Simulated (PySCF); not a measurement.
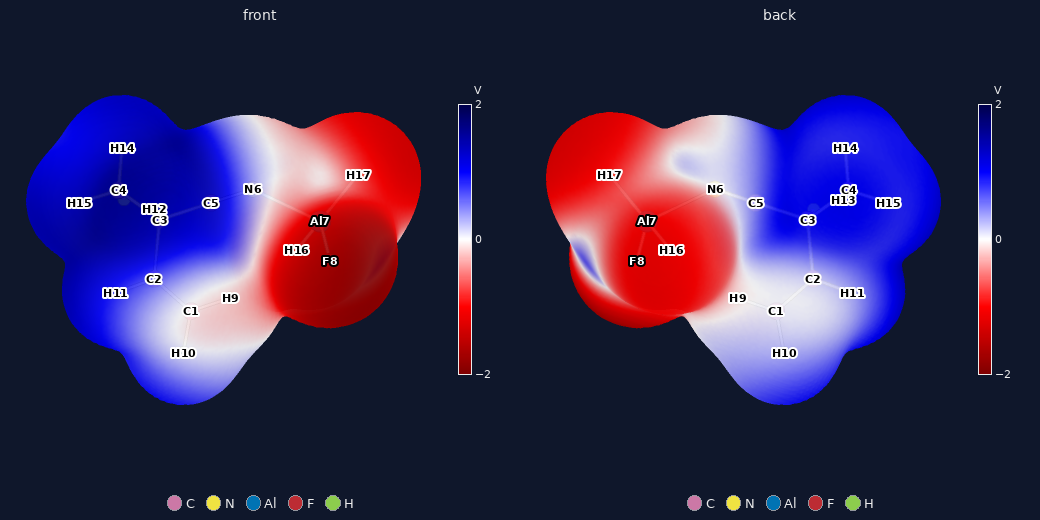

Figure. C$_{5}$H$_{9}$AlFN. The molecular electrostatic potential painted on the density surface at 0.001 e/bohr³, seen from the front and from behind; the colour scale runs from red (negative) to blue (positive).

Geometry: GFN2-xTB.

Level of theory: PBE0/pcSseg-1, SCF density, gas phase, non-relativistic in PySCF 2.14.0.

```xyz
17

C    -0.8063   -1.7604    0.2488
C    -1.5276   -0.6855    0.4984
C    -0.9867    0.7098    0.7404
C    -1.5445    1.7026   -0.2950
C     0.4425    0.7144    0.6852
N     1.5866    0.7230    0.6019
Al    3.0859   -0.5881    0.3086
F     2.7363   -1.5749    1.6027
H     0.2724   -1.7478    0.2052
H    -1.2773   -2.7138    0.0808
H    -2.6082   -0.7297    0.5380
H    -1.2848    1.0358    1.7467
H    -1.2505    1.4023   -1.2977
H    -1.1730    2.7069   -0.1054
H    -2.6300    1.7120   -0.2383
H     2.5861   -1.1444   -1.0546
H     4.3719    0.2497    0.3738
```

Describe the electrostatic potential map.

The most negative region (about −1.9 V) lies over F8, the most positive (about +1.6 V) over C3, C5 and H12.
